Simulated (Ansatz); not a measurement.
Consider TcCl2 (1T sheet).

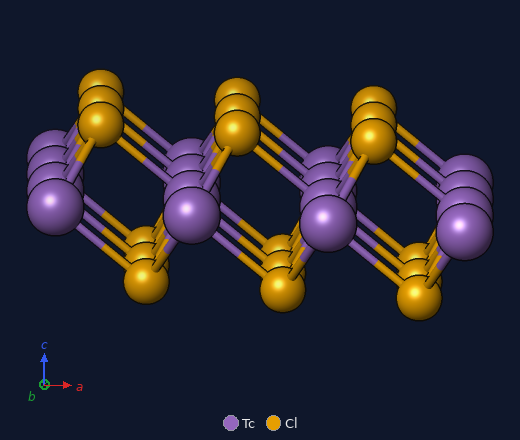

The structure (technetium purple, chlorine orange). 3×3×1 cells are drawn. Some periodic images of atoms are drawn too.

The cell holds 3 atoms: 1 Tc and 2 Cl. Cell: a = 3.234 Å, b = 3.234 Å, c = 30.112 Å, α = 90.0°, β = 90.0°, γ = 120.0°. Vacuum lies along c.

```xyz
3
Lattice="0.0000 2.2870 2.2870 2.2870 -2.2870 0.0000 17.3850 17.3850 -17.3850" Properties=species:S:1:pos:R:3
Tc    5.5298    5.5298   -5.5298
Cl    7.9385    5.6515   -5.6515
Cl    5.4081    5.4081   -3.1212
```

The structure was relaxed with PBEsol. The structure was generated from a model, not taken from a measurement. The runs that relaxed it are not among those shown. The program's search for lower electronic states was switched off, so nothing shows that the state found is the lowest. PAW set soft_2, made with PBE.

A constrained-RPA run (Ansatz 0.2.0; non-magnetic PBEsol; Tc d + anion p, bands v9 to c2, 6×6×1 mesh, medium accuracy) builds 11 functions on bands 11 eV wide, with 17.0 electrons in the window. The bare on-site interaction is 14.5 eV and the bare J 0.54 eV.

Q: Estimate U, U′ and J.

On the Tc d shell, U = 6.29 eV (43 % of the bare value), U′ = 5.45 eV, J = 0.41 eV.

The parent state is non-magnetic and the interaction static (zero frequency); U depends on the window and the orbitals, so it belongs to this model alone. A window that holds the anion p bands defines a model with explicit ligands; its U belongs to that model and is not the U of DFT+U.

[Paths, hosts, dates, memory and timing lines, banners, echoed tables and standing remarks are left out of the program output.]

[Logs are printed without paths, hosts, clocks, repeated set-up lines and the standing remarks that a program may print on its own settings, such as how far it seeks lower states.]

[Runs of the session that timed out or met a known fault of the program may be left out.]

[Hosts, paths, dates, database ids (printed as entryN), source tags and the programs' standing remarks are cut or masked in the printed files.]
